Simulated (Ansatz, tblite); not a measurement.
# In4P4 zinc blende hole disc (In₄P₄H₁₆): rung by rung

How do method and basis change the picture of In4P4 zinc blende hole disc (In₄P₄H₁₆) (singlet)?

Computed with Ansatz 0.2.0, Gaussian basis. Level: as each input shows.

Plan: GFN1-xTB, GFN2-xTB, PBE-D4/def2-TZVP, r2SCAN-D4/def2-TZVP, B97M-V/def2-TZVP, BHLYP-D4/def2-TZVP, PBE-D4/def2-SVP, PBE0-D4/def2-SVP, MP2/def2-SVP.

5 further runs of the same task are left out: 3 that didn't finish, 2 set aside as unsound or not needed. Runs told in other sessions of the task aren't counted.

### Step 1. The geometry

The geometry is that of the singlet, from an earlier relaxation (PBE-D4/def2-SVP).

24 atoms, charge 0, spin multiplicity 1.

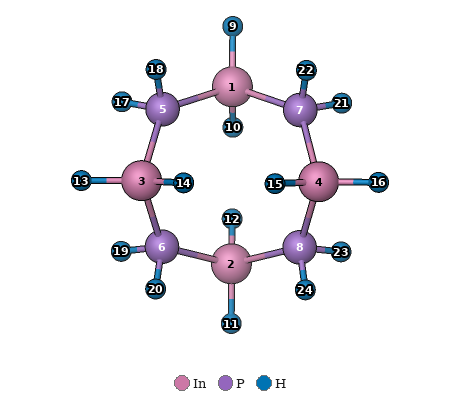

The structure; indium pink, phosphorus purple, hydrogen blue; atoms are numbered from 1 in the order of the file.

In takes a core potential in the def2 sets. No spin-orbit coupling is included.

PBE0-D4/def2-TZVP was run before; its log isn't repeated, and its numbers join the tables.

### Step 2. GFN1-xTB

Tight binding, by tblite at 300 K electronic temperature and without a spin-polarisation term:

```python
tblite.interface.Calculator('GFN1-xTB', numbers, positions, charge=0, uhf=0).singlepoint()
```

Energy -690.8871 eV, HOMO -10.21 eV, LUMO -5.72 eV; 0.03 s.

### Step 3. GFN2-xTB

Tight binding, by tblite at 300 K electronic temperature and without a spin-polarisation term:

```python
tblite.interface.Calculator('GFN2-xTB', numbers, positions, charge=0, uhf=0).singlepoint()
```

Energy -627.7716 eV, HOMO -10.85 eV, LUMO -6.98 eV; 0.022 s.

### Step 4. PBE-D4/def2-TZVP

start.molden holds the orbitals of an earlier run on this state, given as this run's starting guess.

in.yaml

```yaml
crystal:
  periodic: [false, false, false]
  atoms:
    - {symbol: In, position_ang: [-1.809961, 1.802369, -1.665080]}
    - {symbol: In, position_ang: [1.809475, -1.799933, -1.661691]}
    - {symbol: In, position_ang: [-1.803208, -1.809756, 1.664181]}
    - {symbol: In, position_ang: [1.795112, 1.805708, 1.668180]}
    - {symbol: P, position_ang: [-2.803574, -0.010331, -0.005714]}
    - {symbol: P, position_ang: [0.011462, -2.803982, 0.007300]}
    - {symbol: P, position_ang: [-0.005613, 2.804158, -0.001292]}
    - {symbol: P, position_ang: [2.804503, 0.010978, -0.001103]}
    - {symbol: H, position_ang: [-3.038244, 3.023703, -1.819904]}
    - {symbol: H, position_ang: [-0.935167, 0.935585, -2.881702]}
    - {symbol: H, position_ang: [3.038389, -3.019945, -1.821405]}
    - {symbol: H, position_ang: [0.931079, -0.931330, -2.874353]}
    - {symbol: H, position_ang: [-3.023974, -3.038810, 1.817100]}
    - {symbol: H, position_ang: [-0.939727, -0.933705, 2.882129]}
    - {symbol: H, position_ang: [0.921435, 0.926769, 2.876734]}
    - {symbol: H, position_ang: [3.015365, 3.033538, 1.834354]}
    - {symbol: H, position_ang: [-3.753236, -0.730289, -0.801221]}
    - {symbol: H, position_ang: [-3.771349, 0.696538, 0.779570]}
    - {symbol: H, position_ang: [-0.694544, -3.771882, -0.778672]}
    - {symbol: H, position_ang: [0.731722, -3.753395, 0.802763]}
    - {symbol: H, position_ang: [0.711686, 3.758208, -0.793959]}
    - {symbol: H, position_ang: [-0.717813, 3.767497, 0.784641]}
    - {symbol: H, position_ang: [3.753456, 0.733591, -0.795040]}
    - {symbol: H, position_ang: [3.772736, -0.695275, 0.784196]}
basis:
  gaussian: {orbitals: def2-TZVP, initial_orbitals: start.molden}
hamiltonian: {xc: pbe, dispersion: d4}
scf: {omitted_lower_state_checks: [starts]}
output: {orbitals: {seedname: orbitals}}
```

The run is started by

```
ansatz run in.yaml --threads 4 --pin off --events-out ev --progress --plain --max-ram 6963MiB
```

The log of the run:

```text
Functional definition: PBE
  name "PBE"
  cite "Perdew, Burke & Ernzerhof, Phys. Rev. Lett. 77, 3865 (1996) doi:10.1103/PhysRevLett.77.3865"
  parent pbe
  parameter kappa = 0.804
  parameter beta = 0.06672455060314922
  exchange = pbe_x(kappa = kappa, mu = beta*pi^2/3)
  correlation = pbe_c(beta = beta)
these checks for a lower state are left out or cut short: starts
3336 factors; their error is unknown
mean field evaluation 1: about -58095.2075 eV, gradient 1.6e1 eV
mean field evaluation 2: about -58095.5150 eV, gradient 4.1e-1 eV
mean field evaluation 4: about -58095.4876 eV, gradient 1.3e-3 eV
mean field -58095.48755662 eV, -2134.9697891699 hartree, gradient 1.0e-5 eV, S^2 0.000000; 0 other end points of the search recorded, 0 dependent functions left out
reference -58095.48767256 eV, -2134.9697934306 hartree; 80, 80 occupied and 364, 364 virtual orbitals, 3336 factors
Total energy: -58096.47256727 eV, -2135.0059876438 hartree
Checks for a lower state left out: starts
```

Wall time 17 s (4 threads of Arm Neoverse V1, shared host); peak memory 1.5 GiB.

HOMO -6.32 eV, LUMO -1.63 eV.

### Step 5. r2SCAN-D4/def2-TZVP

Changes to in.yaml since step 4:

```diff
@@ -29,3 +29,3 @@
   gaussian: {orbitals: def2-TZVP, initial_orbitals: start.molden}
-hamiltonian: {xc: pbe, dispersion: d4}
+hamiltonian: {xc: r2scan, dispersion: d4}
 scf: {omitted_lower_state_checks: [starts]}
```

Same command.

The log of the run:

```text
Functional definition: r2SCAN
  name "r2SCAN"
  cite "Furness, Kaplan, Ning, Perdew & Sun, J. Phys. Chem. Lett. 11, 8208 (2020) doi:10.1021/acs.jpclett.0c02405"
  cite "Furness, Kaplan, Ning, Perdew & Sun, J. Phys. Chem. Lett. 11, 9248 (2020) doi:10.1021/acs.jpclett.0c03077"
  parent r2scan
  parameter k0 = 0.174
  parameter k1 = 0.065
  parameter a1 = 4.9479
  exchange = r2scan_x(k0 = k0, k1 = k1, a1 = a1)
  correlation = r2scan_c
these checks for a lower state are left out or cut short: starts
3336 factors; their error is unknown
mean field evaluation 1: about -58118.4146 eV, gradient 1.2e1 eV
mean field evaluation 2: about -58118.5294 eV, gradient 1.6e-1 eV
mean field evaluation 4: about -58118.5039 eV, gradient 3.0e-4 eV
mean field -58118.50390562 eV, -2135.8156243946 hartree, gradient 1.1e-5 eV, S^2 0.000000; 0 other end points of the search recorded, 0 dependent functions left out
reference -58118.50394069 eV, -2135.8156256836 hartree; 80, 80 occupied and 364, 364 virtual orbitals, 3336 factors
Total energy: -58118.78036230 eV, -2135.8257839904 hartree
Checks for a lower state left out: starts
```

Run time: 34 s. Hardware: 4 threads of Arm Neoverse V1, shared host; peak memory 1.6 GiB.

Report: HOMO -6.56 eV, LUMO -1.36 eV.

### Step 6. B97M-V/def2-TZVP

Changes to in.yaml since step 5:

```diff
@@ -29,3 +29,3 @@
   gaussian: {orbitals: def2-TZVP, initial_orbitals: start.molden}
-hamiltonian: {xc: r2scan, dispersion: d4}
+hamiltonian: {xc: {name: B97M-V}}
 scf: {omitted_lower_state_checks: [starts]}
```

Launched as before.

The log of the run (excerpt; [...] marks lines left out):

```text
Functional definition: B97M-V
  name "B97M-V"
  cite "Mardirossian & Head-Gordon, J. Chem. Phys. 142, 074111 (2015) doi:10.1063/1.4907719"
  cite "Becke, J. Chem. Phys. 107, 8554 (1997) doi:10.1063/1.475007"
  cite "Vydrov & Van Voorhis, J. Chem. Phys. 133, 244103 (2010) doi:10.1063/1.3521275"
  # Of w^i u^j: cxij and so on, Table III.
[...]
  gx(w, u) = cx00 + cx01*u + cx02*u^2 + (cx10 + cx11*u)*w
  gss(w, u) = css00 + css02*u^2 + css10*w + (css32*w^3 + css42*w^4)*u^2
  gos(w, u) = cos00 + cos01*u + cos03*u^3 + cos10*w + cos32*w^3*u^2
[...]
      + integral(e_c_pw_mod_opposite_spin*gos(b97_w_opposite, b97_u_opposite)) + vv10(b, c)
[...]
3336 factors; their error is unknown
[...]
mean field -58105.07334193 eV, -2135.3220602828 hartree, gradient 1.7e-5 eV, S^2 0.000000; 0 other end points of the search recorded, 0 dependent functions left out
reference -58105.07350668 eV, -2135.3220663370 hartree; 80, 80 occupied and 364, 364 virtual orbitals, 3336 factors
Total energy: -58105.07350668 eV, -2135.3220663370 hartree
Checks for a lower state left out: starts
```

It took 79 s on 4 threads of Arm Neoverse V1, shared host; peak memory 1.8 GiB.

Report: HOMO -6.67 eV, LUMO -1.54 eV.

### Step 7. BHLYP-D4/def2-TZVP

Changes to in.yaml since step 6:

```diff
@@ -29,3 +29,3 @@
   gaussian: {orbitals: def2-TZVP, initial_orbitals: start.molden}
-hamiltonian: {xc: {name: B97M-V}}
+hamiltonian: {xc: {name: BHLYP}, dispersion: d4}
 scf: {omitted_lower_state_checks: [starts]}
```

Launched as before.

The log of the run:

```text
Functional definition: BHLYP
  name "BHLYP"
  cite "Becke, J. Chem. Phys. 98, 1372 (1993) doi:10.1063/1.464304"
  cite "Becke, Phys. Rev. A 38, 3098 (1988) doi:10.1103/PhysRevA.38.3098"
  cite "Lee, Yang & Parr, Phys. Rev. B 37, 785 (1988) doi:10.1103/PhysRevB.37.785"
  parameter a = 0.5
  exchange = (1 - a)*b88_x + a*exact_x
  correlation = lyp_c
these checks for a lower state are left out or cut short: starts
4072 factors; their error is unknown
the host lacks memory for fits, so the integrals are decomposed
3600 factors; integrals over basis functions are off by at most 1.3e-3 eV
mean field evaluation 1: about -58103.4873 eV, gradient 1.4e1 eV
mean field evaluation 2: about -58103.7545 eV, gradient 3.4e-1 eV
mean field evaluation 4: about -58104.1587 eV, gradient 5.3e-3 eV
mean field -58104.15870921 eV, -2135.2884481501 hartree, gradient 6.3e-5 eV, S^2 0.000000; 0 other end points of the search recorded, 0 dependent functions left out
reference -58104.15908363 eV, -2135.2884619098 hartree; 80, 80 occupied and 364, 364 virtual orbitals, 3600 factors
Total energy: -58105.67670082 eV, -2135.3442333129 hartree
Checks for a lower state left out: starts
```

Wall time 42 s (4 threads of Arm Neoverse V1, shared host); peak memory 3.2 GiB.

From the report: HOMO -8.28 eV, LUMO -0.19 eV.

### Step 8. PBE-D4/def2-SVP

Changes to in.yaml since step 7:

```diff
@@ -28,4 +28,4 @@
 basis:
-  gaussian: {orbitals: def2-TZVP, initial_orbitals: start.molden}
-hamiltonian: {xc: {name: BHLYP}, dispersion: d4}
+  gaussian: {orbitals: def2-SVP, initial_orbitals: start.molden}
+hamiltonian: {xc: pbe, dispersion: d4}
 scf: {omitted_lower_state_checks: [starts]}
```

Launched as before.

The log of the run:

```text
Functional definition: PBE
  name "PBE"
  cite "Perdew, Burke & Ernzerhof, Phys. Rev. Lett. 77, 3865 (1996) doi:10.1103/PhysRevLett.77.3865"
  parent pbe
  parameter kappa = 0.804
  parameter beta = 0.06672455060314922
  exchange = pbe_x(kappa = kappa, mu = beta*pi^2/3)
  correlation = pbe_c(beta = beta)
these checks for a lower state are left out or cut short: starts
3020 factors; their error is unknown
mean field evaluation 1: about -58080.7386 eV, gradient 5.1e1 eV
mean field evaluation 2: about -58081.5935 eV, gradient 1.3e0 eV
mean field evaluation 4: about -58081.5618 eV, gradient 1.0e-1 eV
mean field -58081.56183275 eV, -2134.4580282569 hartree, gradient 5.9e-5 eV, S^2 0.000000; 0 other end points of the search recorded, 0 dependent functions left out
reference -58081.56192390 eV, -2134.4580316065 hartree; 80, 80 occupied and 176, 176 virtual orbitals, 3020 factors
Total energy: -58082.54681861 eV, -2134.4942258196 hartree
Checks for a lower state left out: starts
```

Run time: 8 s. Hardware: 4 threads of Arm Neoverse V1, shared host; peak memory 0.59 GiB.

HOMO -6.26 eV, LUMO -1.50 eV.

### Step 9. PBE0-D4/def2-SVP

Changes to in.yaml since step 8:

```diff
@@ -29,3 +29,3 @@
   gaussian: {orbitals: def2-SVP, initial_orbitals: start.molden}
-hamiltonian: {xc: pbe, dispersion: d4}
+hamiltonian: {xc: pbe0, dispersion: d4}
 scf: {omitted_lower_state_checks: [starts]}
```

Same command.

The log of the run:

```text
Functional definition: PBE0
  name "PBE0"
  cite "Adamo & Barone, J. Chem. Phys. 110, 6158 (1999) doi:10.1063/1.478522"
  cite "Perdew, Burke & Ernzerhof, Phys. Rev. Lett. 77, 3865 (1996) doi:10.1103/PhysRevLett.77.3865"
  parent pbe
  parameter a = 0.25
  parameter kappa = 0.804
  parameter beta = 0.06672455060314922
  exchange = (1 - a)*pbe_x(kappa = kappa, mu = beta*pi^2/3) + a*exact_x
  correlation = pbe_c(beta = beta)
these checks for a lower state are left out or cut short: starts
2820 factors; integrals over basis functions are off by at most 7.8e-4 eV
mean field evaluation 1: about -58084.9073 eV, gradient 5.1e1 eV
mean field evaluation 2: about -58085.4965 eV, gradient 6.5e-1 eV
mean field evaluation 4: about -58085.6502 eV, gradient 2.9e-3 eV
mean field -58085.65022006 eV, -2134.6082737193 hartree, gradient 3.0e-5 eV, S^2 0.000000; 0 other end points of the search recorded, 0 dependent functions left out
reference -58085.65028827 eV, -2134.6082762261 hartree; 80, 80 occupied and 176, 176 virtual orbitals, 2820 factors
Total energy: -58086.53992493 eV, -2134.6409697703 hartree
Checks for a lower state left out: starts
```

It took 15 s on 4 threads of Arm Neoverse V1, shared host; peak memory 1.2 GiB.

HOMO -7.31 eV, LUMO -0.78 eV.

### Step 10. MP2/def2-SVP

Changes to in.yaml since step 9:

```diff
@@ -29,3 +29,3 @@
   gaussian: {orbitals: def2-SVP, initial_orbitals: start.molden}
-hamiltonian: {xc: pbe0, dispersion: d4}
+correlation: {method: mp2}
 scf: {omitted_lower_state_checks: [starts]}
```

Launched as before.

The log of the run:

```text
Functional definition: HF
  name "HF"
  cite "Fock, Z. Phys. 61, 126 (1930) doi:10.1007/BF01340294"
  parent pbe
  exchange = exact_x
  correlation = 0
these checks for a lower state are left out or cut short: starts
2820 factors; integrals over basis functions are off by at most 7.8e-4 eV
mean field evaluation 1: about -57921.7436 eV, gradient 5.8e1 eV
mean field evaluation 2: about -57924.0344 eV, gradient 2.9e0 eV
mean field evaluation 4: about -57924.1421 eV, gradient 2.2e-1 eV
mean field evaluation 8: about -57924.1422 eV, gradient 1.6e-6 eV
mean field -57924.14216500 eV, -2128.6729621702 hartree, gradient 1.6e-6 eV, S^2 0.000000; 0 other end points of the search recorded, 0 dependent functions left out
36 core orbitals not correlated: weight in the atoms' cores, before any rotation towards them, 1.000 or more for the frozen orbitals, at most 0.000 for the correlated occupied ones
reference -57924.14216500 eV, -2128.6729621702 hartree; 44, 44 occupied and 176, 176 virtual orbitals, 2820 factors
second order -24.61057191 eV of doubles, -0.00000000 eV of singles
Total energy: -57948.75273692 eV, -2129.5773840063 hartree
Checks for a lower state left out: starts
```

Wall time 18 s (4 threads of Arm Neoverse V1, shared host); peak memory 1.2 GiB.

Hartree-Fock HOMO -9.77 eV, LUMO 1.91 eV.

### Step 11. Levels side by side

```csv
level,functions,HOMO (eV),LUMO (eV),gap (eV),time
PBE-D4/def2-SVP,256,-6.26,-1.50,4.76,8 s
PBE-D4/def2-TZVP,444,-6.32,-1.63,4.68,17 s
r2SCAN-D4/def2-TZVP,444,-6.56,-1.36,5.21,34 s
B97M-V/def2-TZVP,444,-6.67,-1.54,5.13,79 s
PBE0-D4/def2-SVP,256,-7.31,-0.78,6.53,15 s
PBE0-D4/def2-TZVP,444,-7.34,-0.91,6.44,52 s
BHLYP-D4/def2-TZVP,444,-8.28,-0.19,8.08,42 s
```

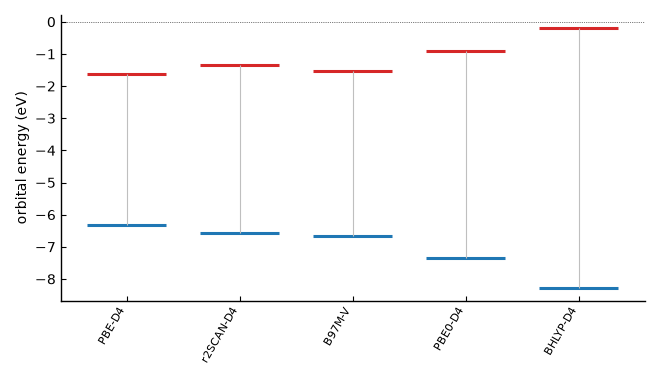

Highest filled (blue) and lowest empty (red) level in def2-TZVP.

Energy pieces by basis (eV):

```csv
basis,HF,MP2 correlation,total
def2-SVP,-57924.1422,-24.6106,-57948.7527 (MP2)
```

### Step 12. Binding energy

Free atoms were run apart at each level; binding is atoms less cluster, divided by the number of atoms, without zero-point or spin-orbit terms.

```csv
level,binding an atom (eV)
HF/def2-SVP,1.666
PBE-D4/def2-SVP,2.400
PBE-D4/def2-TZVP,2.416
r2SCAN-D4/def2-TZVP,2.437
B97M-V/def2-TZVP,2.491
PBE0-D4/def2-SVP,2.395
PBE0-D4/def2-TZVP,2.413
BHLYP-D4/def2-TZVP,2.420
MP2/def2-SVP,2.186
```

### Step 13. Outcome

```
                                                 quantity                                 value
gap in def2-TZVP, named functionals, smallest and largest  4.68 eV (PBE-D4), 8.08 eV (BHLYP-D4)
                         correlation energy, MP2/def2-SVP                             -24.61 eV
                binding an atom, functionals in def2-TZVP    2.41 (PBE0-D4) to 2.49 eV (B97M-V)
          PBE0 total energy, smallest basis above largest        13.59 eV (def2-SVP, def2-TZVP)
```

What this shows: Orbital gaps of the named functionals in def2-TZVP span 4.68 eV (PBE-D4) to 8.08 eV (BHLYP-D4); exact exchange widens it.

The slowest run with a step of its own, B97M-V/def2-TZVP, took 79 s; the quickest functional in def2-TZVP took 17 s (shared host).
